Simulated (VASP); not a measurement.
# CH14O8: molecular dynamics (part 6 of 6)

Continued. System: CH14O8 (disordered cell, 23 atoms in the cell). Method: Kohn-Sham DFT of a periodic cell, PBE with D3(BJ), VASP PAW PBE potentials, recommended, no spin polarisation (VASP 6.6.1); cutoff 520 eV, 1×1×1 k-mesh, fermi-dirac of 0.02 eV. It belongs to a series of runs on one base structure; here: dynamics from the last frame of the run before.

Geometry of the input (Å; fractional positions):
```
6.2403  0.0000  0.0000
0.0000  6.2403  0.0000
0.0000  0.0000  6.2403
O  0.5020  0.6844  0.7788
O  -0.0897  0.8733  0.8607
O  0.7639  0.2499  0.3943
O  0.1643  0.5041  0.5708
O  0.7893  0.5688  0.1545
O  0.8807  0.2996  0.8191
O  0.4901  0.1451  0.1102
O  0.1902  0.1508  0.2904
H  0.4837  0.6263  0.9149
H  0.3810  0.6218  0.7056
H  -0.0836  1.0348  0.8298
H  -0.2319  0.8324  0.7927
H  0.7788  0.4047  0.3392
H  0.8806  0.1791  0.3183
H  0.1030  0.6246  0.4862
H  0.1578  0.3660  0.4813
H  0.8167  0.7075  0.0861
H  0.8372  0.4620  0.0561
H  0.9666  0.3909  0.7223
H  0.7415  0.3209  0.7587
H  0.5796  0.1961  0.2475
H  0.2346  -0.0254  0.0157
C  0.2969  0.0846  0.1418
```

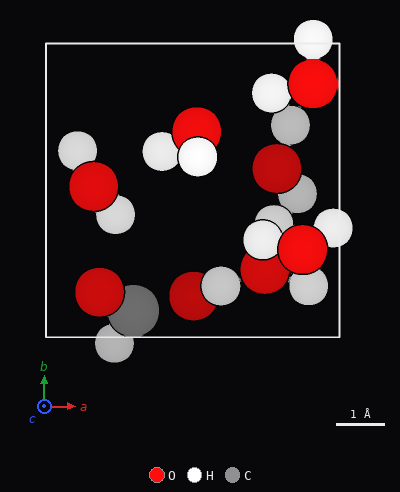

Figure 1. The geometry at step 31 of the log (spheres-only view of the cell of the calculation, along the c axis).

Trajectory as extended XYZ, continued
```
23
Lattice="6.2403 0.0000 0.0000 0.0000 6.2403 0.0000 0.0000 0.0000 6.2403" Properties=species:S:1:pos:R:3:forces:R:3 step=21 energy=-118.26294 temperature=330.4
O     3.1784    4.3344    4.8714    0.3843   1.0336  -1.6458
O     5.6797    5.3988    5.4047   -0.6388   1.6007  -0.0820
O     4.6984    1.4752    2.4209   -0.5668   0.2540   0.1006
O     1.0071    3.1846    3.5358    1.0118  -0.2339  -1.7539
O     4.9077    3.5650    0.9962    0.1160   1.1239  -0.1407
O     5.4635    1.8627    5.1074    1.5079  -0.4909   1.7116
O     3.1099    0.8871    0.6743   -0.8465  -0.5131  -0.7352
O     1.1550    0.9574    1.8256    0.4351  -0.4967  -0.8274
H     3.1874    3.9028    5.7054   -0.1543  -1.0184   1.6069
H     2.4685    3.9615    4.3041   -0.2477  -0.2001   0.2452
H     5.7457    0.1987    5.3345   -0.4722  -1.8463   0.0655
H     4.7504    5.1940    5.0690    0.8633   0.2609   0.0415
H     4.6856    2.3957    2.0090    0.7559  -0.0604   0.4520
H     5.5619    1.0590    2.1768   -0.0575   0.2108  -0.0555
H     0.7524    3.9310    2.9402   -0.2690  -0.2625   0.6273
H     1.3734    2.5166    2.8483   -0.6752   0.3484   1.0124
H     5.1607    4.4524    0.6131   -0.1458   0.3787   0.3234
H     5.3809    3.0450    0.3262    0.0606  -1.1308  -0.6207
H     6.1207    2.3230    4.5601    0.3756   0.4117  -0.6650
H     4.6277    2.0537    4.7238   -1.5725   0.2067  -0.9282
H     3.6372    1.2227    1.5153    0.4014  -0.3438   0.3024
H     1.4845    6.0554    0.0896    0.0999   0.5379   0.5317
C     1.8657    0.5415    0.8703   -0.3543   0.2218   0.4371
23
Lattice="6.2403 0.0000 0.0000 0.0000 6.2403 0.0000 0.0000 0.0000 6.2403" Properties=species:S:1:pos:R:3:forces:R:3 step=23 energy=-118.34875 temperature=360.4
O     3.1850    4.3426    4.8716   -0.4454  -0.3188  -0.6245
O     5.6784    5.3929    5.4085   -0.1750   2.1822   0.0936
O     4.6885    1.4679    2.4164    0.1713  -0.4187   0.2944
O     1.0079    3.1875    3.5292    0.8341  -0.0088  -0.7305
O     4.9063    3.5675    0.9987    0.7982   1.0810  -1.0345
O     5.4630    1.8623    5.1102    0.4082  -0.3242   1.3213
O     3.1172    0.8845    0.6694   -1.2251  -0.5384  -0.3754
O     1.1511    0.9573    1.8253    0.4750  -0.4069  -0.7173
H     3.1972    3.8785    5.7290   -0.1312  -0.1228  -0.0591
H     2.4526    3.9494    4.2953    0.5457   0.2417   0.8840
H     5.7388    0.2117    5.3510   -0.4719  -2.2804   0.0334
H     4.7615    5.1931    5.0724    0.4163   0.1542  -0.0861
H     4.7118    2.3821    2.0297    0.5747   0.4730   0.1511
H     5.5809    1.0609    2.1976   -0.5773   0.3196   0.0515
H     0.7448    3.9294    2.9531   -0.4039   0.1586   0.2642
H     1.3945    2.5502    2.8664   -0.3715  -0.2623   0.3555
H     5.1749    4.4742    0.6233   -0.2947  -0.2365   0.4698
H     5.3890    3.0484    0.2970   -0.5038  -0.5277   0.1626
H     6.1073    2.3166    4.5527    0.7058   0.4911  -0.7453
H     4.6222    2.0619    4.6988   -0.7802  -0.0546  -0.4392
H     3.6477    1.1984    1.5326    0.3752  -0.2983   0.0504
H     1.4839    6.0704    0.1115   -0.0884   0.1537   0.0601
C     1.8631    0.5442    0.8716    0.1697   0.5248   0.6272
23
Lattice="6.2403 0.0000 0.0000 0.0000 6.2403 0.0000 0.0000 0.0000 6.2403" Properties=species:S:1:pos:R:3:forces:R:3 step=25 energy=-118.29350 temperature=335.7
O     3.1913    4.3506    4.8714   -0.9427  -1.3661   0.3085
O     5.6769    5.3883    5.4123    0.3794   2.3017   0.3303
O     4.6786    1.4603    2.4120    0.7239  -0.8146   0.4832
O     1.0092    3.1902    3.5222    0.4537   0.3667   0.5053
O     4.9054    3.5707    1.0006    1.2874   0.9832  -1.6567
O     5.4626    1.8618    5.1137   -0.5769   0.1580   0.4918
O     3.1238    0.8816    0.6644   -1.5240  -0.5612  -0.0168
O     1.1476    0.9568    1.8246    0.4711  -0.2945  -0.5453
H     3.2058    3.8531    5.7521   -0.0897   0.6411  -1.3143
H     2.4419    3.9396    4.2949    0.9990   0.5331   1.1989
H     5.7275    0.2030    5.3678   -0.3759  -2.1869  -0.0096
H     4.7764    5.1936    5.0750   -0.1933  -0.0270  -0.2705
H     4.7434    2.3730    2.0518    0.3605   0.8663  -0.0826
H     5.5944    1.0657    2.2187   -0.8941   0.2770   0.0877
H     0.7333    3.9293    2.9684   -0.5274   0.5560  -0.0998
H     1.4121    2.5810    2.8878    0.1139  -1.0145  -0.5205
H     5.1862    4.4937    0.6380   -0.3920  -0.7153   0.5203
H     5.3923    3.0466    0.2694   -0.9261  -0.0439   0.7712
H     6.1006    2.3147    4.5384    0.6549   0.3397  -0.5280
H     4.6094    2.0696    4.6697    0.2709  -0.3567   0.2061
H     3.6618    1.1713    1.5503    0.3343  -0.2138  -0.2145
H     1.4825    6.0867    0.1338   -0.3087  -0.2947  -0.4744
C     1.8605    0.5474    0.8735    0.7143   0.8561   0.8348
23
Lattice="6.2403 0.0000 0.0000 0.0000 6.2403 0.0000 0.0000 0.0000 6.2403" Properties=species:S:1:pos:R:3:forces:R:3 step=27 energy=-118.21932 temperature=301.0
O     3.1969    4.3577    4.8714   -1.0992  -1.9097   0.8696
O     5.6758    5.3851    5.4162    0.7822   1.8397   0.5210
O     4.6693    1.4524    2.4081    1.0644  -0.6896   0.5794
O     1.0107    3.1932    3.5156    0.0386   0.7417   1.3884
O     4.9052    3.5743    1.0015    1.4762   0.8415  -1.8664
O     5.4620    1.8613    5.1175   -0.9899   0.7279  -0.4243
O     3.1294    0.8785    0.6594   -1.7519  -0.5918   0.2891
O     1.1444    0.9562    1.8236    0.4455  -0.1580  -0.3269
H     3.2134    3.8339    5.7629   -0.0322   1.0741  -1.8757
H     2.4406    3.9349    4.3058    1.1032   0.6604   1.1821
H     5.7128    0.1738    5.3843   -0.2072  -1.5153  -0.0429
H     4.7893    5.1939    5.0749   -0.7148  -0.2236  -0.4304
H     4.7781    2.3721    2.0729    0.0953   0.8667  -0.1705
H     5.5993    1.0731    2.2404   -0.9607   0.0959   0.0668
H     0.7170    3.9344    2.9827   -0.5343   0.6773  -0.2957
H     1.4305    2.6018    2.9040    0.5107  -1.5130  -1.2068
H     5.1937    4.5062    0.6575   -0.4210  -0.9559   0.4832
H     5.3868    3.0443    0.2493   -1.1039   0.2186   1.0641
H     6.1000    2.3160    4.5193    0.3400   0.0375  -0.0821
H     4.5991    2.0738    4.6430    1.0019  -0.5664   0.7129
H     3.6788    1.1425    1.5658    0.2868  -0.0871  -0.4496
H     1.4781    6.1000    0.1514   -0.4714  -0.6373  -0.8886
C     1.8586    0.5512    0.8760    1.1591   1.0607   0.9076
23
Lattice="6.2403 0.0000 0.0000 0.0000 6.2403 0.0000 0.0000 0.0000 6.2403" Properties=species:S:1:pos:R:3:forces:R:3 step=29 energy=-118.25327 temperature=302.8
O     3.2018    4.3635    4.8719   -0.9301  -1.9375   1.1293
O     5.6750    5.3830    5.4204    0.7791   0.5719   0.5435
O     4.6608    1.4442    2.4045    1.2246  -0.0820   0.6006
O     1.0123    3.1966    3.5099   -0.1008   0.8051   1.4149
O     4.9060    3.5785    1.0013    1.3706   0.6026  -1.6732
O     5.4608    1.8613    5.1211   -0.9061   1.1684  -1.1279
O     3.1339    0.8750    0.6546   -1.9051  -0.6245   0.5154
O     1.1415    0.9555    1.8225    0.4154  -0.0096  -0.0861
H     3.2206    3.8251    5.7559    0.0350   1.1753  -1.8209
H     2.4497    3.9365    4.3276    0.8500   0.6054   0.8482
H     5.6963    0.1311    5.4001   -0.0092  -0.1049  -0.0571
H     4.7954    5.1921    5.0707   -0.8590  -0.3594  -0.4558
H     4.8130    2.3793    2.0921   -0.2351   0.4771  -0.1465
H     5.5951    1.0812    2.2624   -0.7853  -0.1799   0.0118
H     0.6959    3.9456    2.9941   -0.3626   0.4154  -0.2648
H     1.4532    2.6082    2.9088    0.4455  -1.3340  -1.2517
H     5.1970    4.5096    0.6812   -0.3647  -0.9014   0.3644
H     5.3710    3.0440    0.2396   -1.0520   0.2804   1.0565
H     6.1027    2.3176    4.4998    0.0026  -0.2548   0.3954
H     4.5983    2.0726    4.6233    1.2489  -0.6522   0.9661
H     3.6984    1.1133    1.5768    0.2296   0.0683  -0.6298
H     1.4693    6.1072    0.1604   -0.4780  -0.7019  -1.0028
C     1.8576    0.5557    0.8791    1.3992   0.9673   0.6785
23
Lattice="6.2403 0.0000 0.0000 0.0000 6.2403 0.0000 0.0000 0.0000 6.2403" Properties=species:S:1:pos:R:3:forces:R:3 step=31 energy=-118.31836 temperature=314.3
O     3.2062    4.3682    4.8731   -0.4100  -1.4119   1.0892
O     5.6748    5.3812    5.4248    0.3658  -1.3672   0.3570
O     4.6532    1.4361    2.4013    1.2154   0.7216   0.6167
O     1.0137    3.2004    3.5051    0.0966   0.5148   0.7501
O     4.9075    3.5829    1.0001    0.9978   0.2191  -1.1094
O     5.4591    1.8620    5.1239   -0.4858   1.3595  -1.4425
O     3.1371    0.8712    0.6502   -1.9839  -0.6522   0.6555
O     1.1390    0.9549    1.8213    0.3936   0.1398   0.1521
H     3.2280    3.8275    5.7319    0.1205   0.9265  -1.1770
H     2.4665    3.9438    4.3570    0.2170   0.3485   0.2131
H     5.6800    0.0884    5.4152    0.1398   1.8751  -0.0469
H     4.7935    5.1869    5.0624   -0.5488  -0.3823  -0.3059
H     4.8451    2.3908    2.1096   -0.5876  -0.0655  -0.1067
H     5.5836    1.0875    2.2841   -0.4075  -0.4937  -0.0544
H     0.6718    3.9605    3.0029   -0.0616  -0.0793  -0.1028
H     1.4795    2.6022    2.9019   -0.0908  -0.5803  -0.7281
H     5.1969    4.5045    0.7080   -0.2068  -0.5195   0.1614
H     5.3455    3.0462    0.2399   -0.8097   0.1737   0.7840
H     6.1054    2.3169    4.4842   -0.1976  -0.4333   0.7491
H     4.6092    2.0653    4.6130    1.0108  -0.6254   0.9354
H     3.7198    1.0853    1.5816    0.1561   0.2287  -0.7429
H     1.4563    6.1078    0.1598   -0.3052  -0.4584  -0.7853
C     1.8577    0.5610    0.8827    1.3954   0.5597   0.1448
23
Lattice="6.2403 0.0000 0.0000 0.0000 6.2403 0.0000 0.0000 0.0000 6.2403" Properties=species:S:1:pos:R:3:forces:R:3 step=33 energy=-118.27964 temperature=289.2
O     3.2101    4.3719    4.8749    0.3499  -0.3472   0.6274
O     5.6747    5.3787    5.4293   -0.1762  -2.7601   0.0495
O     4.6464    1.4285    2.3986    1.0725   1.4331   0.6582
O     1.0152    3.2044    3.5008    0.3975   0.1257   0.0003
O     4.9096    3.5874    0.9982    0.4035  -0.2720  -0.2341
O     5.4571    1.8635    5.1258    0.2039   1.2821  -1.2882
O     3.1392    0.8671    0.6463   -1.9867  -0.6646   0.7160
O     1.1366    0.9543    1.8202    0.3882   0.2756   0.3616
H     3.2365    3.8385    5.6974    0.2402   0.2825   0.0702
H     2.4850    3.9541    4.3878   -0.6983  -0.0615  -0.6052
H     5.6652    0.0641    5.4295    0.1749   3.2104  -0.0195
H     4.7865    5.1782    5.0514    0.0007  -0.2947  -0.0534
H     4.8711    2.4015    2.1258   -0.8843  -0.5300  -0.1089
H     5.5684    1.0889    2.3049    0.0679  -0.7792  -0.1101
H     0.6475    3.9744    3.0105    0.2461  -0.5458   0.0481
H     1.5044    2.5907    2.8882   -0.7345   0.2422  -0.1031
H     5.1949    4.4947    0.7358    0.0431   0.1444  -0.1119
H     5.3128    3.0500    0.2476   -0.4274  -0.0792   0.2783
H     6.1063    2.3121    4.4760   -0.2157  -0.4714   0.9130
H     4.6292    2.0521    4.6116    0.3129  -0.4999   0.6063
H     3.7423    1.0600    1.5792    0.0634   0.3734  -0.7833
H     1.4406    6.1041    0.1519   -0.0268  -0.0454  -0.3781
C     1.8590    0.5666    0.8864    1.1989  -0.0152  -0.5274
23
Lattice="6.2403 0.0000 0.0000 0.0000 6.2403 0.0000 0.0000 0.0000 6.2403" Properties=species:S:1:pos:R:3:forces:R:3 step=35 energy=-118.16405 temperature=239.8
O     3.2143    4.3753    4.8770    0.9367   0.8932  -0.3107
O     5.6746    5.3747    5.4338   -0.6002  -2.2210  -0.2124
O     4.6404    1.4220    2.3963    0.9316   1.8583   0.7102
O     1.0169    3.2084    3.4966    0.6222  -0.1981  -0.4453
O     4.9119    3.5916    0.9963   -0.2651  -0.6897   0.7804
O     5.4553    1.8657    5.1269    1.0451   0.9905  -0.7006
O     3.1400    0.8626    0.6429   -1.9174  -0.6576   0.7052
O     1.1346    0.9539    1.8193    0.4055   0.3852   0.5187
H     3.2471    3.8518    5.6646    0.3844  -0.6220   1.6303
H     2.4964    3.9637    4.4123   -1.4717  -0.4025  -1.2593
H     5.6523    0.0696    5.4434    0.1432   2.5649  -0.0230
H     4.7796    5.1669    5.0401    0.4991  -0.1447   0.1883
H     4.8882    2.4071    2.1405   -1.0643  -0.8138  -0.1538
H     5.5541    1.0829    2.3243    0.4488  -0.9529  -0.1390
H     0.6260    3.9829    3.0184    0.4534  -0.8038   0.0993
H     1.5219    2.5816    2.8737   -1.1921   0.7991   0.3197
H     5.1933    4.4865    0.7619    0.3151   0.8471  -0.3961
H     5.2767    3.0529    0.2577    0.0050  -0.4148  -0.3676
H     6.1053    2.3030    4.4766   -0.0700  -0.3802   0.8747
H     4.6517    2.0345    4.6159   -0.7057  -0.3164   0.0338
H     3.7650    1.0386    1.5695   -0.0464   0.4883  -0.7520
H     1.4250    6.1000    0.1405    0.2533   0.3561   0.0319
C     1.8611    0.5720    0.8895    0.9040  -0.5659  -1.1286
23
Lattice="6.2403 0.0000 0.0000 0.0000 6.2403 0.0000 0.0000 0.0000 6.2403" Properties=species:S:1:pos:R:3:forces:R:3 step=37 energy=-118.08954 temperature=210.6
O     3.2189    4.3792    4.8788    0.8559   1.4433  -1.1850
O     5.6741    5.3694    5.4381   -0.8116  -0.3897  -0.3125
O     4.6350    1.4166    2.3944    0.9574   1.9014   0.7546
O     1.0190    3.2123    3.4922    0.7500  -0.4430  -0.5056
O     4.9140    3.5954    0.9948   -0.7450  -0.7915   1.5913
O     5.4541    1.8684    5.1276    1.6314   0.6073   0.0721
O     3.1396    0.8578    0.6400   -1.7739  -0.6253   0.6311
O     1.1329    0.9537    1.8188    0.4503   0.4523   0.6059
H     3.2612    3.8591    5.6474    0.4752  -1.1996   2.5503
H     2.4941    3.9696    4.4248   -1.5230  -0.3862  -1.3339
H     5.6410    0.0988    5.4568    0.1263   0.6473  -0.0917
H     4.7775    5.1544    5.0306    0.7682   0.0002   0.3408
H     4.8949    2.4049    2.1536   -1.0997  -0.8922  -0.2227
H     5.5442    1.0680    2.3421    0.5351  -0.9364  -0.1410
H     0.6091    3.9838    3.0271    0.5032  -0.7908   0.0257
H     1.5279    2.5801    2.8623   -1.3733   1.0198   0.4772
H     5.1947    4.4864    0.7840    0.4768   1.1612  -0.6052
H     5.2411    3.0519    0.2642    0.3470  -0.6607  -0.9122
H     6.1036    2.2904    4.4854    0.1972  -0.1802   0.6410
H     4.6671    2.0141    4.6205   -1.5989  -0.1703  -0.5269
H     3.7869    1.0223    1.5527   -0.1662   0.5686  -0.6541
H     1.4120    6.0993    0.1295    0.4654   0.6356   0.3278
C     1.8640    0.5770    0.8918    0.5699  -0.9724  -1.5256
23
Lattice="6.2403 0.0000 0.0000 0.0000 6.2403 0.0000 0.0000 0.0000 6.2403" Properties=species:S:1:pos:R:3:forces:R:3 step=39 energy=-118.15340 temperature=234.9
O     3.2239    4.3840    4.8800    0.1614   0.7371  -1.1666
O     5.6731    5.3640    5.4423   -0.7673   1.2960  -0.2496
O     4.6302    1.4124    2.3931    1.1831   1.5196   0.7941
O     1.0215    3.2158    3.4875    0.7862  -0.6011  -0.1918
O     4.9156    3.5987    0.9943   -0.8326  -0.5492   1.8454
O     5.4539    1.8716    5.1283    1.3906   0.2730   0.6000
O     3.1382    0.8527    0.6374   -1.5576  -0.5692   0.4994
O     1.1314    0.9538    1.8186    0.5236   0.4739   0.6202
H     3.2798    3.8554    5.6539    0.4075  -0.8716   1.9921
H     2.4775    3.9719    4.4247   -0.7953  -0.0252  -0.8195
H     5.6310    0.1345    5.4693    0.1329  -1.0495  -0.1929
H     4.7826    5.1419    5.0244    0.7546   0.0850   0.3719
H     4.8911    2.3942    2.1645   -0.9832  -0.7491  -0.3030
H     5.5392    1.0441    2.3586    0.2846  -0.7071  -0.1358
H     0.5969    3.9771    3.0359    0.3797  -0.5202  -0.1578
H     1.5208    2.5883    2.8553   -1.2713   0.9141   0.3740
H     5.2006    4.4970    0.8003    0.4389   0.8224  -0.7048
H     5.2087    3.0446    0.2622    0.4816  -0.5936  -1.0468
H     6.1039    2.2761    4.5004    0.5161   0.0900   0.2538
H     4.6675    1.9919    4.6202   -1.7243  -0.1484  -0.6801
H     3.8071    1.0114    1.5296   -0.2872   0.6110  -0.4986
H     1.4034    6.1046    0.1216    0.5811   0.7582   0.4682
C     1.8672    0.5812    0.8928    0.2070  -1.1947  -1.6680
```

Key numbers

| quantity | value |
| --- | --- |
| outcome | finished |
| mean temperature over the second half | 293 K |
| trajectory | 40 frames kept |
| electrons treated | 66 |
| potential energy (free energy of the electrons) (last step) | −118.1534 eV |
| dispersion energy (last step) | −0.8370 eV |
| Fermi energy of the self-consistent step (last step) | −2.670 eV |
| pressure (without the kinetic term) (last step) | 0.36 GPa |
| final volume (last step) | 243.00 Å³ |
| largest force (length of the vector) (last step) | 2.212 eV/Å |
| hardware | 1 thread of AMD EPYC (Zen 5), 450 GiB of memory available, shared host |
| wall time | 4.6 min |
| peak memory | 0.32 GiB |

Remarks

The k-point mesh is coarse for a cell of this size, so the results may not be converged.
